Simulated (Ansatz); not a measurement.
System: SnSe2 (1T monolayer).

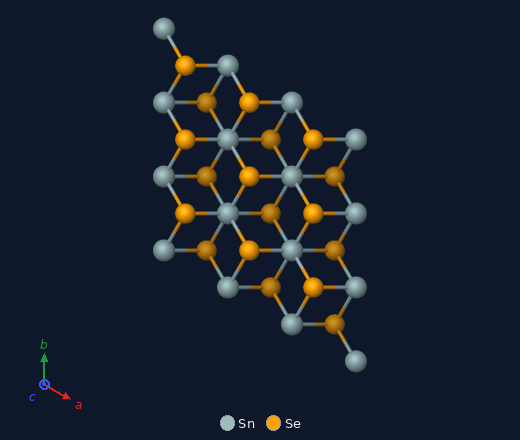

The structure (tin teal, selenium orange). 3×3×1 cells are drawn. Some periodic images of atoms are drawn too.

The cell holds 3 atoms: 1 Sn and 2 Se. Its edges and angles: a = 3.869 Å, b = 3.869 Å, c = 29.600 Å, α = 90.0°, β = 90.0°, γ = 120.0°. Vacuum lies along c.

```xyz
3
Lattice="3.8693 0.0000 0.0000 -1.9347 3.3509 0.0000 0.0000 0.0000 29.6000" Properties=species:S:1:pos:R:3
Sn    0.0000    0.0000   14.8000
Se    0.0000    2.2340   16.3941
Se    1.9347    1.1170   13.2059
```

The structure was relaxed with PBE. The runs that relaxed it are not among those shown.

Gaps computed with Ansatz 0.2.0 without a self-energy: PBE 0.79 eV, r2SCAN 1.07 eV and PBE0 2.13 eV.

Q: Estimate the G0W0@PBE gap with 6×6×1 mesh, 744 empty bands, screening to 90 eV, PAW set soft_1 files.

About 1.73 eV: on its mesh the run moves the gap from 0.80 eV by +0.94 eV. Among the scalar-relativistic levels given, PBE0 is nearest (+0.40 eV). Bands and cutoff are finite, so the gap is not at the basis limit. The miss can reach some tenths of an eV and take either sign; the mesh is an error of its own. The mesh in the plane is coarse for a sheet; gap and any exciton binding can still move on denser ones. The many-body steps are scalar-relativistic: spin-orbit coupling is not in them.

[Paths, hosts, dates, memory and timing lines, banners, echoed tables and standing remarks are left out of the program output.]

[Logs are printed without paths, hosts, clocks, repeated set-up lines and the standing remarks that a program may print on its own settings, such as how far it seeks lower states.]

[Runs of the session that timed out or met a known fault of the program may be left out.]

[Cells called generated may have been cut or substituted from an entry of the Crystallography Open Database or the Materials Project.]

[Hosts, paths, dates, database ids (printed as entryN), source tags and the programs' standing remarks are cut or masked in the printed files.]
